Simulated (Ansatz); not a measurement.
# Decaying states in the gap of SrCaSO

Aim: relax a made-up compound, SrCaSO, and see how good a tunnel barrier it would be. It is built by putting O for part of the S in the SrCaS2 structure of space group P4/mmm, with the volume rescaled by atomic radii. The parent structure comes from the Materials Project.

Main program and level: Ansatz 0.2.0; LDA DFT, plane waves, PAW files, in the first sound run; inputs show where later runs differ.

The structure was built from a prototype and need not be the compound's stable phase.

### Step 1. Starting point

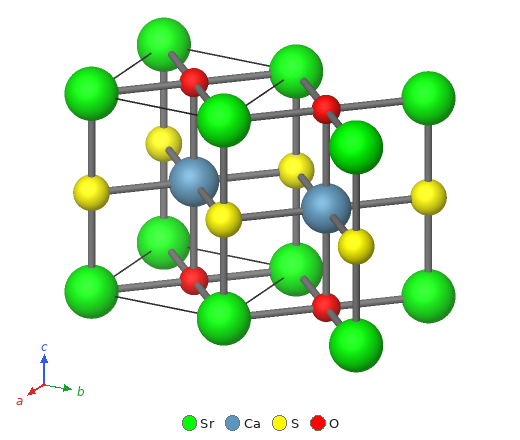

Start, viewed from a free direction; strontium green, calcium blue, sulfur yellow, oxygen red. 1×2×1 cells are drawn. Some periodic images of atoms are drawn too.

### Step 2. Cell and atoms at rest

The substituted atoms don't fit the parent's cell, so cell and atoms relax together. A small smearing keeps the run stable in case the gap closes on the way.

Input file input.yaml:

```yaml
crystal:
  lattice:
    - [4.046153331, 0.0, 0.0]
    - [0.0, 4.046153331, 0.0]
    - [0.0, 0.0, 5.7200584289]
  atoms:
    - { symbol: Sr, position: [0.0, 0.0, 0.0] }
    - { symbol: Ca, position: [0.5, 0.5, 0.5] }
    - { symbol: S, position: [0.0, 0.0, 0.5] }
    - { symbol: O, position: [0.5, 0.5, 0.0] }
kpoints:
  mp_grid: { grid: [6, 6, 4] }
scf:
  occupations: { method: gaussian, width: 0.03 }
hamiltonian:
  xc: lda
output:
  forces: true
  stress: true
relax:
  f_tol: 0.02
  max_steps: 60
  cell: {}
```

The run is started by

```console
ansatz run input.yaml --threads 2 --pin off --max-ram 4096MiB --backend cpu --events-out ev --progress --plain --runs-dir out
```

Numbers of over 12 decimals in the logs are rounded to 6 here.

Log:

```text
Engine: ansatz 0.2.0, aarch64-unknown-linux-gnu
Pseudopotentials: kind: paw
Pseudopotential: Sr, paw, valence charge 10, recommended cutoff 420 eV (normal), Sr.paw.azcp
Pseudopotential: Ca, paw, valence charge 10, recommended cutoff 420 eV (normal), Ca.paw.azcp
Pseudopotential: S, paw, valence charge 6, recommended cutoff 420 eV (normal), S.paw.azcp
Pseudopotential: O, paw, valence charge 6, recommended cutoff 420 eV (normal), O.paw.azcp
Functional definition: SPW92
  exchange = slater_x
  correlation = pw_c
Crystal: 4 atoms, lattice volume = 93.645 Å³
Basis set: ecut = 420 eV, 1875 PW (Γ)
Bands: 20, of which v1, the nominal top of the filled ones, is band 16 counted from 1 (15 counted from 0)
Symmetry: 16 space group operations
Space group: P4/mmm (ITA 123), of the structure as read, at distance tolerance 4.5e-5 Å
k-points: 30 of 144
Non-local potential: Sr, projectors of the file, l = 0: 3, l = 1: 2, l = 2: 2
Non-local potential: Ca, projectors of the file, l = 0: 3, l = 1: 2, l = 2: 2
Non-local potential: S, projectors of the file, l = 0: 2, l = 1: 2, l = 2: 2
Non-local potential: O, projectors of the file, l = 0: 2, l = 1: 2, l = 2: 1
PAW form: soft (Blöchl's): semilocal exchange-correlation on the pseudo side does not see the compensation charge
PAW frozen core: Sr, regenerated for the run's functional, and the local potential with it (the file was generated under x = pbe(κ = 0.804, μ = 0.219515), c = pbe(β = 0.066725))
PAW frozen core: Ca, regenerated for the run's functional, and the local potential with it (the file was generated under x = pbe(κ = 0.804, μ = 0.219515), c = pbe(β = 0.066725))
PAW frozen core: S, regenerated for the run's functional, and the local potential with it (the file was generated under x = pbe(κ = 0.804, μ = 0.219515), c = pbe(β = 0.066725))
PAW frozen core: O, regenerated for the run's functional, and the local potential with it (the file was generated under x = pbe(κ = 0.804, μ = 0.219515), c = pbe(β = 0.066725))
PAW one-centre angular grid: Sr, 110 points (default); XC on 64 Gauss nodes
PAW one-centre angular grid: Ca, 110 points (default); XC on 64 Gauss nodes
PAW one-centre angular grid: S, 110 points (default); XC on 64 Gauss nodes
PAW one-centre angular grid: O, 110 points (default); XC on 64 Gauss nodes
Initial density: superposition of atomic densities (neutral atoms: chi_scale 0, normalization atom), corrected by the library's trained network
Initial wavefunctions: pseudopotential atomic-orbital guess
Functional: x = slater, c = lda
SCF iter   1: F=—  HF=-6648.178762 eV  |F-HF|=—  |Δ(HF+E_count)|=         —  Δρ=1.19e-2  dr2=1.51e-1  ethr=1.77e-3  ⟨swp⟩=9.0  Hψ=3917  notcnv=0
preconditioner: auto → Resta (q_TF=auto, 2.281 Å⁻¹)  ε∞=3.5  [insulator: Δε(μ)=1.988 eV  Ē_g=11.474 eV  σ=0.030 eV  W_gap=1.00  n_scr=20 (ndim 8)  ℏωp=18.0 eV  f_vac=0.000  D(μ)=0.00/eV (n_scr^D=0)  ε∞_Penn≈3.5]
SCF iter   2: F=—  HF=-6648.162464 eV  |F-HF|=—  |Δ(HF+E_count)|=   1.63e-2  Δρ=8.95e-3  dr2=6.38e-2  ethr=4.72e-4  ⟨swp⟩=2.4  Hψ=1203  notcnv=0
SCF iter   3: F=—  HF=-6648.151022 eV  |F-HF|=—  |Δ(HF+E_count)|=   1.14e-2  Δρ=2.32e-3  dr2=5.24e-3  ethr=1.99e-4  ⟨swp⟩=2.2  Hψ=948  notcnv=0
SCF iter   4: F=—  HF=-6648.149457 eV  |F-HF|=—  |Δ(HF+E_count)|=   1.56e-3  Δρ=4.84e-4  dr2=2.87e-4  ethr=1.64e-5  ⟨swp⟩=2.1  Hψ=890  notcnv=0
SCF iter   5: F=—  HF=-6648.149388 eV  |F-HF|=—  |Δ(HF+E_count)|=   6.83e-5  Δρ=9.21e-5  dr2=1.06e-5  ethr=8.97e-7  ⟨swp⟩=2.7  Hψ=902  notcnv=0
SCF iter   6: F=—  HF=-6648.149393 eV  |F-HF|=—  |Δ(HF+E_count)|=   4.49e-6  Δρ=2.03e-5  dr2=5.04e-7  ethr=3.32e-8  ⟨swp⟩=2.4  Hψ=968  notcnv=0
SCF iter   7: F=-6648.149393 eV  HF=-6648.149393 eV  |F-HF|=1.41e-9  |Δ(HF+E_count)|=   4.45e-8  Δρ=3.43e-6  dr2=1.04e-8  ethr=3.13e-10  ⟨swp⟩=5.0  Hψ=2446  notcnv=0
SCF 1 converged in 7 iterations: F = -6648.149393 eV  dr2 = 1.04e-8
  greatest PAW one-centre occupation: 0.996 electrons in one spin orbital (limit 2), on the Ca atom at site 1 (counted from 0), in its partial waves of l = 0
relax step   1: F+E_penalty+E_count = -6648.14939298 eV  Δ(F+E_penalty+E_count) = +0.000e0 eV  max|allowed force component| = 3.136e-29 eV/Å  Δτ_max = 0.0000 Å  P = -9.534 GPa  Ω = 93.645 Å³  (7 SCF iters, dr2 threshold 1.00e-7 eV, accepted)
Crystal: 4 atoms, lattice volume = 82.104 Å³
Basis set: ecut = 420 eV, 1603 PW (Γ)
Initial density: handed on by an earlier stage of this run
Initial wavefunctions: those handed on with the density
iter 1 solved again at ethr=2.86e-4 eV; its pass at ethr=3.10e-3 eV (dr2=9.16e-2 eV) is discarded
SCF iter   1: F=—  HF=-6648.715693 eV  |F-HF|=—  |Δ(HF+E_count)|=         —  Δρ=8.63e-3  dr2=9.16e-2  ethr=2.86e-4  ⟨swp⟩=1.3  Hψ=4273  notcnv=0
preconditioner: auto → Resta (q_TF=auto, 2.332 Å⁻¹)  ε∞=3.2  [insulator: Δε(μ)=1.753 eV  Ē_g=14.610 eV  σ=0.030 eV  W_gap=1.00  n_scr=20 (ndim 8)  ℏωp=21.7 eV  f_vac=0.000  D(μ)=0.00/eV (n_scr^D=0)  ε∞_Penn≈3.2]
SCF iter   2: F=—  HF=-6648.702071 eV  |F-HF|=—  |Δ(HF+E_count)|=   1.36e-2  Δρ=7.34e-3  dr2=3.44e-2  ethr=2.86e-4  ⟨swp⟩=2.7  Hψ=996  notcnv=0
SCF iter   3: F=—  HF=-6648.695812 eV  |F-HF|=—  |Δ(HF+E_count)|=   6.26e-3  Δρ=2.04e-3  dr2=5.50e-3  ethr=1.07e-4  ⟨swp⟩=2.2  Hψ=1066  notcnv=0
SCF iter   4: F=—  HF=-6648.694356 eV  |F-HF|=—  |Δ(HF+E_count)|=   1.46e-3  Δρ=4.58e-4  dr2=2.69e-4  ethr=1.72e-5  ⟨swp⟩=3.0  Hψ=1103  notcnv=0
SCF iter   5: F=—  HF=-6648.694345 eV  |F-HF|=—  |Δ(HF+E_count)|=   1.13e-5  Δρ=8.73e-5  dr2=7.09e-6  ethr=8.41e-7  ⟨swp⟩=2.6  Hψ=955  notcnv=0
SCF iter   6: F=-6648.694346 eV  HF=-6648.694346 eV  |F-HF|=1.48e-8  |Δ(HF+E_count)|=   1.63e-6  Δρ=1.00e-5  dr2=6.84e-8  ethr=1.25e-9  ⟨swp⟩=4.0  Hψ=2684  notcnv=0
SCF 2 converged in 6 iterations: F = -6648.694346 eV  dr2 = 6.84e-8
relax step   2: F+E_penalty+E_count = -6648.69434622 eV  Δ(F+E_penalty+E_count) = -5.450e-1 eV  max|allowed force component| = 2.317e-29 eV/Å  Δτ_max = 0.0000 Å  P = -3.491 GPa  Ω = 82.104 Å³  energy of the carried Pulay correction = +1.381e-2 eV  (6 SCF iters, dr2 threshold 4.00e-7 eV, accepted)
Crystal: 4 atoms, lattice volume = 76.013 Å³
Basis set: ecut = 420 eV, 1491 PW (Γ)
iter 1 solved again at ethr=8.47e-5 eV; its pass at ethr=3.10e-3 eV (dr2=2.71e-2 eV) is discarded
SCF iter   1: F=—  HF=-6648.766264 eV  |F-HF|=—  |Δ(HF+E_count)|=         —  Δρ=5.01e-3  dr2=2.77e-2  ethr=8.47e-5  ⟨swp⟩=2.0  Hψ=4395  notcnv=0
preconditioner: auto → none  [insulator: Δε(μ)=1.769 eV  Ē_g=14.750 eV  σ=0.030 eV  W_gap=1.00  n_scr=16 (ndim 8)  ℏωp=22.5 eV  f_vac=0.000  D(μ)=0.00/eV (n_scr^D=0)  ε∞_Penn≈3.3]
SCF iter   2: F=—  HF=-6648.756886 eV  |F-HF|=—  |Δ(HF+E_count)|=   9.38e-3  Δρ=1.87e-3  dr2=2.65e-3  ethr=8.47e-5  ⟨swp⟩=3.0  Hψ=1130  notcnv=0
SCF iter   3: F=—  HF=-6648.756091 eV  |F-HF|=—  |Δ(HF+E_count)|=   7.95e-4  Δρ=5.75e-4  dr2=2.48e-4  ethr=8.28e-6  ⟨swp⟩=2.0  Hψ=821  notcnv=0
SCF iter   4: F=—  HF=-6648.756056 eV  |F-HF|=—  |Δ(HF+E_count)|=   3.54e-5  Δρ=1.55e-4  dr2=1.38e-5  ethr=7.73e-7  ⟨swp⟩=2.2  Hψ=822  notcnv=0
SCF iter   5: F=—  HF=-6648.756057 eV  |F-HF|=—  |Δ(HF+E_count)|=   1.22e-6  Δρ=3.33e-5  dr2=4.92e-7  ethr=4.33e-8  ⟨swp⟩=2.5  Hψ=917  notcnv=0
SCF iter   6: F=-6648.756057 eV  HF=-6648.756057 eV  |F-HF|=3.40e-8  |Δ(HF+E_count)|=   3.66e-8  Δρ=8.20e-6  dr2=4.96e-8  ethr=1.25e-9  ⟨swp⟩=4.9  Hψ=2200  notcnv=0
SCF 3 converged in 6 iterations: F = -6648.756057 eV  dr2 = 4.96e-8
relax step   3: F+E_penalty+E_count = -6648.75605699 eV  Δ(F+E_penalty+E_count) = -6.171e-2 eV  max|allowed force component| = 1.376e-29 eV/Å  Δτ_max = 0.0000 Å  P = +2.386 GPa  Ω = 76.013 Å³  energy of the carried Pulay correction = +2.184e-2 eV  (6 SCF iters, dr2 threshold 4.00e-7 eV, accepted)
[...]
relax step   4: F+E_penalty+E_count = -6648.76950997 eV  Δ(F+E_penalty+E_count) = -1.345e-2 eV  max|allowed force component| = 3.821e-29 eV/Å  Δτ_max = 0.0000 Å  P = -0.212 GPa  Ω = 78.374 Å³  energy of the carried Pulay correction = +1.866e-2 eV  (6 SCF iters, dr2 threshold 4.00e-7 eV, accepted)
[...]
relax step   5: F+E_penalty+E_count = -6648.77021485 eV  Δ(F+E_penalty+E_count) = -7.049e-4 eV  max|allowed force component| = 5.640e-29 eV/Å  Δτ_max = 0.0000 Å  P = +0.006 GPa  Ω = 78.182 Å³  energy of the carried Pulay correction = +1.891e-2 eV  (6 SCF iters, dr2 threshold 3.81e-7 eV, accepted)
[...]
relax step   6: F+E_penalty+E_count = -6648.76177078 eV  Δ(F+E_penalty+E_count) = +8.444e-3 eV  max|allowed force component| = 6.942e-29 eV/Å  Δτ_max = 0.0000 Å  P = -0.173 GPa  Ω = 78.182 Å³  stress off target by 1.91e-1 GPa  SCF on the basis re-selected at this cell (its energy is not comparable with the rows above)  (6 SCF iters)
[...]
relax step   7: F+E_penalty+E_count = -6648.76209691 eV  Δ(F+E_penalty+E_count) = -3.261e-4 eV  max|allowed force component| = 5.049e-29 eV/Å  Δτ_max = 0.0000 Å  P = -0.002 GPa  Ω = 78.014 Å³  energy of the carried Pulay correction = +2.325e-4 eV  (6 SCF iters, dr2 threshold 9.15e-8 eV, accepted)
iter 1 solved again at ethr=6.70e-7 eV; its pass at ethr=3.10e-3 eV (dr2=2.14e-4 eV) is discarded
SCF iter   1: F=—  HF=-6648.761891 eV  |F-HF|=—  |Δ(HF+E_count)|=         —  Δρ=1.08e-5  dr2=1.47e-8  ethr=6.70e-7  ⟨swp⟩=3.5  Hψ=5535  notcnv=0
eigensolver tolerance schedule: the retry pair's looser diagonalisation over-reported the residual by 14565.49 of it (diagonalisation noise at an unbounded share of the residual, at the tolerance the schedule requests for it); recorded, not acted on — ethr = c·dr2/N_el stays at c = 1.0e-1
preconditioner: auto → none  [insulator: Δε(μ)=1.987 eV  Ē_g=14.728 eV  σ=0.030 eV  W_gap=1.00  n_scr=16 (ndim 8)  ℏωp=22.2 eV  f_vac=0.000  D(μ)=0.00/eV (n_scr^D=0)  ε∞_Penn≈3.3]
SCF iter   2: F=—  HF=-6648.761888 eV  |F-HF|=—  |Δ(HF+E_count)|=   2.93e-6  Δρ=4.83e-6  dr2=3.32e-9  ethr=4.60e-11  ⟨swp⟩=3.8  Hψ=1679  notcnv=0
SCF iter   3: F=—  HF=-6648.761888 eV  |F-HF|=—  |Δ(HF+E_count)|=  5.66e-10  Δρ=1.79e-6  dr2=3.10e-10  ethr=1.04e-11  ⟨swp⟩=2.3  Hψ=843  notcnv=0
iter 4 did not close the SCF: its close was put off for the readings that it lacked (scf_convergence_deferred on its scf_iter line)
SCF iter   4: F=-6648.761888 eV  HF=-6648.761888 eV  |F-HF|=1.82e-12  |Δ(HF+E_count)|=  1.96e-10  Δρ=1.57e-7  dr2=7.30e-12  ethr=1.00e-12  ⟨swp⟩=2.0  Hψ=819  notcnv=0
iter 5 did not close the SCF: its close was put off for the readings that it lacked (scf_convergence_deferred on its scf_iter line)
SCF iter   5: F=-6648.761888 eV  HF=-6648.761888 eV  |F-HF|=1.82e-12  |Δ(HF+E_count)|=    0.00e0  Δρ=4.22e-8  dr2=8.43e-13  ethr=1.00e-12  ⟨swp⟩=1.0  Hψ=600  notcnv=0
iter 6 did not close the SCF: its close was put off for the readings that it lacked (scf_convergence_deferred on its scf_iter line)
SCF iter   6: F=-6648.761888 eV  HF=-6648.761888 eV  |F-HF|=9.09e-13  |Δ(HF+E_count)|=  9.09e-13  Δρ=1.51e-8  dr2=1.34e-13  ethr=1.00e-12  ⟨swp⟩=1.0  Hψ=600  notcnv=0
iter 7 did not close the SCF: its close was put off for the readings that it lacked (scf_convergence_deferred on its scf_iter line)
SCF iter   7: F=-6648.761888 eV  HF=-6648.761888 eV  |F-HF|=9.09e-13  |Δ(HF+E_count)|=    0.00e0  Δρ=3.78e-9  dr2=7.38e-15  ethr=1.00e-12  ⟨swp⟩=1.0  Hψ=600  notcnv=0
SCF iter   8: F=-6648.761888 eV  HF=-6648.761888 eV  |F-HF|=0.00e0  |Δ(HF+E_count)|=  1.82e-12  Δρ=1.08e-9  dr2=3.38e-16  ethr=1.00e-12  ⟨swp⟩=1.8  Hψ=1375  notcnv=0
SCF 8 converged in 8 iterations: F = -6648.761888 eV  dr2 = 3.38e-16
relax step   8: F+E_penalty+E_count = -6648.76188800 eV  Δ(F+E_penalty+E_count) = +2.089e-4 eV  max|allowed force component| = 3.629e-29 eV/Å  Δτ_max = 0.0000 Å  P = -0.005 GPa  Ω = 78.014 Å³  stress off target by 6.63e-3 GPa  SCF on the basis re-selected at this cell (its energy is not comparable with the rows above)  (8 SCF iters)
basis re-selected at this cell: Δ(F+E_penalty+E_count) = +2.089e-4 eV, ΔP = -0.003 GPa vs the last step (what re-selecting the basis moved, of the pressure what is left beyond the Pulay correction that the steps carried, after the strain that the cell walked since its last selection, with what the two solves' SCF thresholds leave and, on support functions, any second-order correction that the steps lacked; it is no measure of the basis error at this ecutwfc). The dense FFT grid was sized anew with the basis: this SCF ran on 25×25×40 points, the steps before it on 27×27×40, so part of this shift can come from that change (see relax.cell in the input reference). [rest of the remark cut]
SCF converged after 8 iterations
Free energy (F): -6648.761888 eV
Harris-Foulkes:  -6648.761888 eV  (|F-HF|=0.00e0)
Internal energy: -6648.761888 eV  (E = F + TS)
E sigma→0 (E₀):  -6648.761888 eV
Fermi energy:    7.969389 eV
--- Per-component energies (eV) ---
  E_band       = -194.215535
  E_kinetic    = 809.435165
  E_local      = -1687.597821  (includes V_loc(G=0)·N_el)
  E_nonlocal   = 352.583607
  E_hartree    = 500.127665
  E_xc         = -479.597607
  E_vxc        = -518.012158  (∫ρ·V_xc dr)
  E_paw        = -4128.753219  (= ΣΔE_a)
  E_vpaw       = -150.882065  (= ΣTr[D̂ρ^β])
  E_aug_tail   = 0.002408  (compensation charges beyond the density's cutoff)
  E_ewald      = -2015.789506
  E_core_change = 0.827420  (= ΣΔE_core)
  E_smearing   = -0.000000  (= −TS)
  E_closure    = 0.000000  (closes the sum)
  Σ components = -6648.761888   (vs F -6648.761888, Δ=0.00e0)
--- Forces (eV/Å), atoms counted from 1 ---
  atom   1  Sr     0.00000000     0.00000000     0.00000000
  atom   2  Ca     0.00000000    -0.00000000     0.00000000
  atom   3  S      0.00000000     0.00000000     0.00000000
  atom   4  O     -0.00000000    -0.00000000     0.00000000
  max |Σ_I F_I| component: 1.07e-28 eV/Å
--- Stress (GPa, compression-positive) ---
       -0.004166       0.000000       0.000000
        0.000000      -0.004166       0.000000
        0.000000       0.000000      -0.006634
  P = ⅓ Tr σ = -0.0050 GPa (-0.050 kbar)
--- Relaxed structure (6 steps of the walk, 6 accepted, 2 SCFs on fresh bases) ---
  F+E_penalty+E_count = -6648.76188800 eV   max|allowed force component| = 3.629e-29 eV/Å   (the final SCF, on the basis selected at the relaxed cell)
  cell:  # Å, volume = 78.0143 Å³
    - [3.739133, 0, 0.0]
    - [0, 3.739133, 0.0]
    - [0.0, 0.0, 5.579977]
  atoms:
    - { symbol: Sr, position: [0, 0, 0.0] }
    - { symbol: Ca, position: [0.500000, 0.500000, 0.5] }
    - { symbol: S, position: [0, 0, 0.5] }
    - { symbol: O, position: [0.500000, 0.500000, 0.0] }
```

Wall time 10 s (2 threads of Arm Neoverse V2, shared host); peak memory 0.37 GiB.

Relaxation path:

```
step  energy less that of the first step (eV)  largest force component (eV/Å)  pressure (GPa)  volume (Å³)
   1                                   0.0000                          0.0000           -9.53        93.65
   2                                  -0.5450                          0.0000           -3.49        82.10
   3                                  -0.6067                          0.0000            2.39        76.01
   4                                  -0.6201                          0.0000           -0.21        78.37
   5                                  -0.6208                          0.0000            0.01        78.18
  6*                                  -0.6124                          0.0000           -0.17        78.18
   7                                  -0.6127                          0.0000            0.00        78.01
  8*                                  -0.6125                          0.0000            0.00        78.01
```

Relaxation steps marked * repeat the geometry before them on a plane-wave basis chosen anew for their cell, so energy and pressure can jump there.

Forces are held to the 16 operations that the run works with; a distortion that breaks them can't arise in this run.

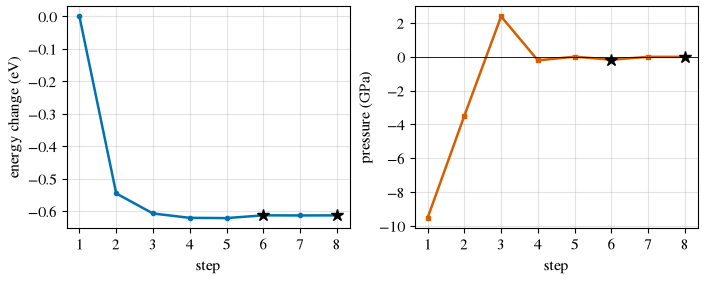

Energy and pressure along the relaxation. Stars mark steps on a basis chosen anew.

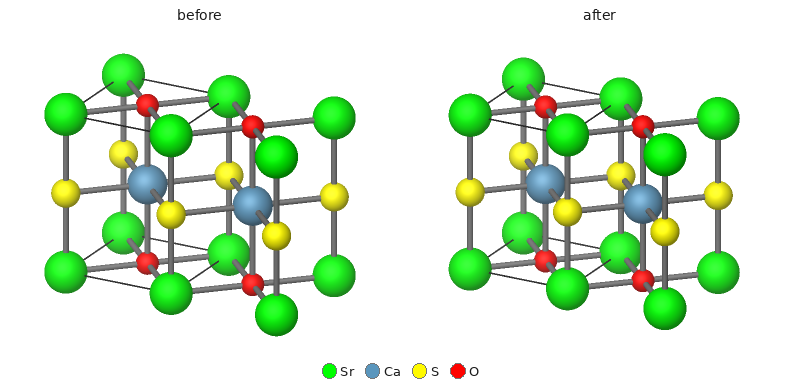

Before and after, at one scale.

```csv
"conventional cell, symmetrised",before,after,change
a (Å),4.046,3.739,-7.6 %
b (Å),4.046,3.739,-7.6 %
c (Å),5.720,5.580,-2.4 %
volume (Å³/atom),23.41,19.50,-16.7 %
```

The relaxed structure:

```cif
data_structure
_symmetry_space_group_name_H-M 'P 1'
_symmetry_Int_Tables_number 1
_cell_length_a 3.7391
_cell_length_b 3.7391
_cell_length_c 5.5800
_cell_angle_alpha 90.000
_cell_angle_beta 90.000
_cell_angle_gamma 90.000
_cell_volume 78.01
loop_
_atom_site_label
_atom_site_type_symbol
_atom_site_fract_x
_atom_site_fract_y
_atom_site_fract_z
_atom_site_occupancy
Sr1 Sr 0.00000 0.00000 0.00000 1
Ca2 Ca 0.50000 0.50000 0.50000 1
S3 S 0.00000 0.00000 0.50000 1
O4 O 0.50000 0.50000 0.00000 1
```

Numbers from this step:

```
free energy  : -6648.7619 eV
Fermi energy : 7.969 eV
pressure     : -0.004989 GPa
```

The largest force component on a free atom ends at 3.6e-29 eV/Å.

[end of part 1 of 3]

[Logs are printed without paths, hosts, clocks, repeated set-up lines and the standing remarks that a program may print on its own settings, such as how far it seeks lower states.]

[Hosts, paths, dates, database ids (printed as entryN), source tags and the programs' standing remarks are cut or masked in the printed files.]
